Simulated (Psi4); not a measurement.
# UPBE/aug-cc-pVTZ (density fitting, sweep point 9) run of SiPH3Cl (SMILES [PH][SiH2]Cl)

Aim: the vertical electron affinity of SiPH3Cl at UPBE/aug-cc-pVTZ (density fitting, sweep point 9), from 2 runs. 

Program for the calculation: Psi4 1.11.

### 1 Starting point

SiPH3Cl: 6 atoms, total charge 0, spin state doublet. SMILES: `[PH][SiH2]Cl`. The coordinates come from a GFN2-xTB relaxation. This is one conformer, not always the lowest.

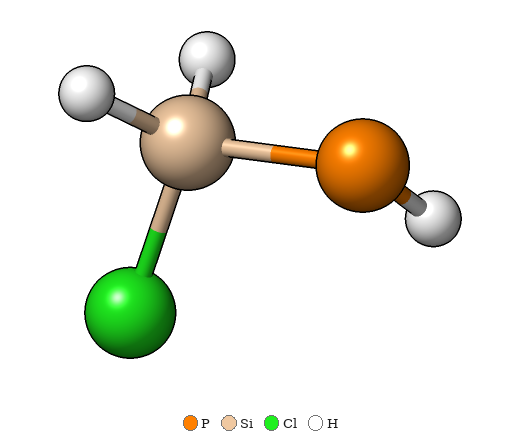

Viewed from a chosen angle; phosphorus orange, silicon light orange, chlorine green, hydrogen white.

### 2 The energy at UPBE/aug-cc-pVTZ (density fitting, sweep point 9)

calc.dat

```
memory 1600 MB

molecule m {
  0 2
  P     -1.339730    -1.164950    -0.165130
  Si     0.470670     0.053950     0.283950
  Cl    -0.004750     2.023370     0.399910
  H     -1.621900    -0.494180    -1.352200
  H      1.500480    -0.061210    -0.748210
  H      0.995240    -0.356970     1.581680
  symmetry c1
}

set globals {
  basis aug-cc-pVTZ
  reference uks
  puream true
  scf_type df
  dft_radial_points 99
  dft_spherical_points 590
  maxiter 150
}

result, w = energy('pbe', return_wfn=True)
```

Command:

```console
$ psi4 -n 1 calc.dat calc.out
```

calc.out:

```text
[...]
  Running in c1 symmetry.
[...]
  Nuclear repulsion =  183.698200664115490
[...]
  Multiplicity = 2
[...]
  Nalpha       = 25
  Nbeta        = 24
[...]
    Number of basis functions: 219
[...]
   @DF-UKS iter   1: -1092.26407827570438   -1.14194e-01   2.40570e-03 ADIIS/DIIS
[...]
   @DF-UKS iter   9: -1092.40425560109134   -4.34784e-08   5.01712e-07 DIIS
[...]
   @S^2 Observed:                7.548576516E-01
[...]
    Orbital Energies [Eh]
    ---------------------
    Alpha Occupied:
       1A   -100.702585     2A    -76.352007     3A    -65.464536
       4A     -9.187560     5A     -7.009903     6A     -7.003823
       7A     -7.003519     8A     -6.330299     9A     -5.093139
      10A     -4.552533    11A     -4.545918    12A     -4.543143
      13A     -3.506164    14A     -3.502903    15A     -3.501991
      16A     -0.766275    17A     -0.593895    18A     -0.481824
      19A     -0.367712    20A     -0.359869    21A     -0.333976
      22A     -0.308284    23A     -0.285401    24A     -0.257143
      25A     -0.233668
    Alpha Virtual:
[...]
  @DF-UKS Final Energy: -1092.40425560109134
   => Energetics <=
    Nuclear Repulsion Energy =            183.6982006641154896
    One-Electron Energy =               -1876.2617356216849203
    Two-Electron Energy =                 673.1535457885720461
    DFT Exchange-Correlation Energy =     -72.9942664320940224
    Empirical Dispersion Energy =           0.0000000000000000
    VV10 Nonlocal Energy =                  0.0000000000000000
    Total Energy =                      -1092.4042556010913358
[...]
 Multipole Moments:
 ------------------------------------------------------------------------------------
     Multipole            Electronic (a.u.)      Nuclear  (a.u.)        Total (a.u.)
 ------------------------------------------------------------------------------------
 L = 1.  Multiply by 2.5417464519 to convert [e a0] to [Debye]
 Dipole X            :         -2.2113900            2.3509159            0.1395259
 Dipole Y            :          1.7333802           -1.9978231           -0.2644429
 Dipole Z            :          0.6829938           -0.8620916           -0.1790978
 Magnitude           :                                                    0.3485305
[...]
```

It took 38 s on 1 thread of Intel Xeon 6975P-C (Granite Rapids), shared host; peak memory 1.2 GiB.

### 3 The singlet anion at the same level

clh3psi.inp

```
memory 1600 MB

molecule mol {
  -1 1
  P     -1.339730    -1.164950    -0.165130
  Si     0.470670     0.053950     0.283950
  Cl    -0.004750     2.023370     0.399910
  H     -1.621900    -0.494180    -1.352200
  H      1.500480    -0.061210    -0.748210
  H      0.995240    -0.356970     1.581680
  symmetry c1
}

set puream true
set scf_type df
set dft_radial_points 99
set dft_spherical_points 590

energy_value, wavefunction = energy('pbe/aug-cc-pVTZ', return_wfn=True)
```

Command:

```console
$ psi4 clh3psi.inp clh3psi.out -n 1
```

clh3psi.out:

```text
[...]
  Running in c1 symmetry.
[...]
  Nuclear repulsion =  183.698200664115490
[...]
  Multiplicity = 1
[...]
  Nalpha       = 25
  Nbeta        = 25
[...]
    Number of basis functions: 219
[...]
   @DF-RKS iter   1: -1092.17445713650454   -2.45725e-02   3.18264e-03 DIIS/ADIIS
[...]
   @DF-RKS iter  10: -1092.47897813574968   -1.59168e-07   4.91266e-07 DIIS
[...]
    Orbital Energies [Eh]
    ---------------------
    Doubly Occupied:
       1A   -100.531310     2A    -76.094625     3A    -65.274755
       4A     -9.017279     5A     -6.838820     6A     -6.833732
       7A     -6.833513     8A     -6.073718     9A     -4.902320
      10A     -4.292437    11A     -4.290168    12A     -4.287247
      13A     -3.315611    14A     -3.311995    15A     -3.311135
      16A     -0.596851    17A     -0.357305    18A     -0.288474
      19A     -0.191328    20A     -0.180639    21A     -0.148073
      22A     -0.119035    23A     -0.101390    24A     -0.039381
      25A      0.022688
[...]
  @DF-RKS Final Energy: -1092.47897813574968
   => Energetics <=
    Nuclear Repulsion Energy =            183.6982006641154896
    One-Electron Energy =               -1886.1213692419103154
    Two-Electron Energy =                 683.1434947201511250
    DFT Exchange-Correlation Energy =     -73.1993042781061121
    Empirical Dispersion Energy =           0.0000000000000000
    VV10 Nonlocal Energy =                  0.0000000000000000
    Total Energy =                      -1092.4789781357496850
[...]
 Multipole Moments:
 ------------------------------------------------------------------------------------
     Multipole            Electronic (a.u.)      Nuclear  (a.u.)        Total (a.u.)
 ------------------------------------------------------------------------------------
 L = 1.  Multiply by 2.5417464519 to convert [e a0] to [Debye]
 Dipole X            :         -1.3734428            2.3509159            0.9774731
 Dipole Y            :          3.4604591           -1.9978231            1.4626360
 Dipole Z            :          1.1169601           -0.8620916            0.2548686
 Magnitude           :                                                    1.7775589
[...]
```

It took 27 s on 1 thread of Intel Xeon 6975P-C (Granite Rapids), shared host; peak memory 1.2 GiB.

### 4 Results

At UPBE/aug-cc-pVTZ (density fitting, sweep point 9):

```
                                                            quantity           value
                                       doublet SiPH3Cl: total energy  -1092.40426 Eh
                                      doublet SiPH3Cl: dipole moment          0.89 D
                 doublet SiPH3Cl: HOMO energy (highest over α and β)        -6.36 eV
                  doublet SiPH3Cl: LUMO energy (lowest over α and β)        -4.74 eV
                                               doublet SiPH3Cl: ⟨S²⟩           0.755
                                         singlet anion: total energy  -1092.47898 Eh
                                          singlet anion: HOMO energy         0.62 eV
                                          singlet anion: LUMO energy         2.64 eV
singlet anion: HOMO–LUMO gap (to an unbound level, set by the basis)         2.02 eV
                   vertical electron affinity (to the singlet anion)        2.033 eV
```

What this shows: At fixed nuclei the extra electron is bound by 2.03 eV (47 kcal/mol). The HOMO (singlet anion) lies at positive energy, 0.62 eV, as semi-local functionals often give for anions; only total energies tell whether the electron is bound.
